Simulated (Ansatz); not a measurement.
## Electronic structure of FSSi₂ (SMILES F[Si](=[Si])[S-]) (charge −1, triplet) in real space

Input file:

```
crystal:
  periodic: [false, false, false]
  atoms:
    - symbol: F
      position_ang: [1.165507, -1.355622, -2.977276]
    - symbol: S
      position_ang: [1.336288, -3.693547, -0.989750]
    - symbol: Si
      position_ang: [0.258256, -2.217058, -1.844789]
    - symbol: Si
      position_ang: [-1.907691, -1.442202, -1.633620]
basis:
  gaussian: {orbitals: def2-TZVPD}
total_charge: -1
magnetization: {spin_polarized: true, initial_magnetization: 2}
hamiltonian: {xc: {name: PBE0}}
output: {forces: true, orbitals: {seedname: orbitals}}
```

Launched as:

```sh
ansatz run input.yaml --threads 1 --pin off --max-ram 2610MiB --events-out events.jsonl --progress --plain --runs-dir runs
```

Geometry: B3LYP-D3(BJ)/def2-SVPD.

These are results of isolated molecule in a Gaussian basis; Kohn-Sham density functional theory, functional PBE0 (Ansatz 0.2.0), not measurements.

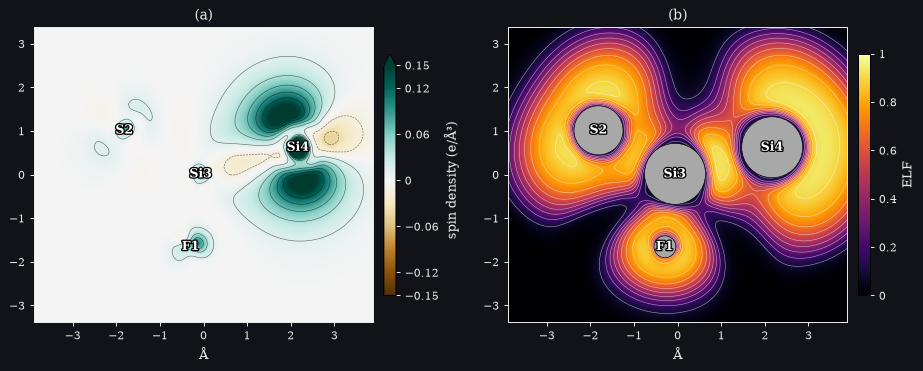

Figure 1. (a) spin density; (b) ELF on the molecular plane. Grey discs cover the atomic cores in the ELF map.

### What do the fields say about this system?

Atoms in the plane: F, S and Si. Si–F (1.69 Å): the ELF peaks at about 0.80 in the valence shell of F, 0.6 Å from its nucleus, and is about 0.55 at the midpoint. Si–S (2.02 Å): the ELF peaks at about 0.85 between the atoms (localised, covalent bonding). Si–Si (2.31 Å): the ELF peaks at about 0.95 between the atoms, as expected for a shared electron pair. The ELF also peaks beside F1, S2 and Si4, away from the bonds: non-bonding electrons, paired or unpaired. The unpaired spin (2 electrons) lies mostly on Si4 (about 1.5), Si3 (about 0.3) and S2 (about 0.1), in electrons by Hirshfeld's partition.

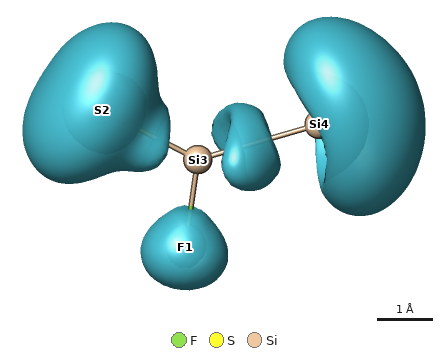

Figure 2. Isosurface of the electron localisation function at 0.75 (cyan), seen at a tilt. Only the valence region is drawn (cores and ρ < 0.01 e/Å³ removed).

### What do the ELF domains correspond to?

The ELF exceeds this value in one region between bonded Si–Si atoms (shared pairs), one region on S in which the atom's valence shell and bonds are merged, one lobe on Si, pointing away from the bonds (non-bonding electrons) and one region wrapped around F (its lone pairs, merged into a ring or cap).

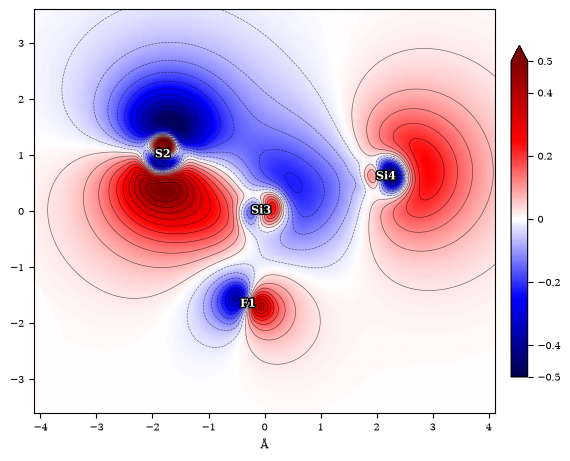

Figure 3. The HOMO−1 (β) on the molecular plane (values in Å⁻³ᐟ²; the overall sign is arbitrary).

### Describe this orbital and give its energy.

It lies mainly on S2 (about 55 %), Si4 (about 25 %) and Si3 (about 15 %); it is symmetric in the molecular plane (an in-plane orbital: σ, lone-pair or in-plane π type). Its energy is −2.82 eV.

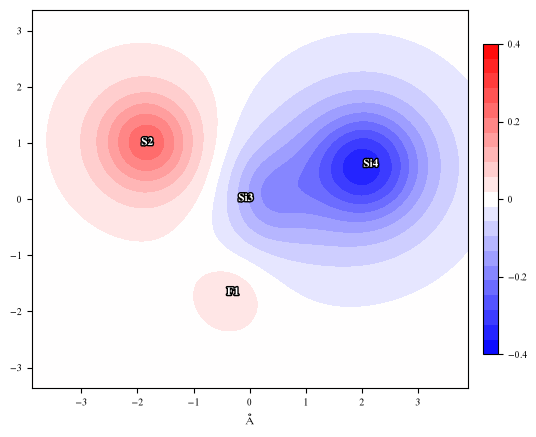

Figure 4. The HOMO−1 (α) on a plane 0.8 Å above the molecular plane (values in Å⁻³ᐟ²; the overall sign is arbitrary).

### Where does this orbital lie, and at what energy?

By Hirshfeld shares it lies mainly on Si4 (about 65 %), Si3 (about 20 %) and S2 (about 15 %); it changes sign across the molecular plane (π type); π-antibonding (a node) across S2–Si3. Its energy is −1.42 eV.
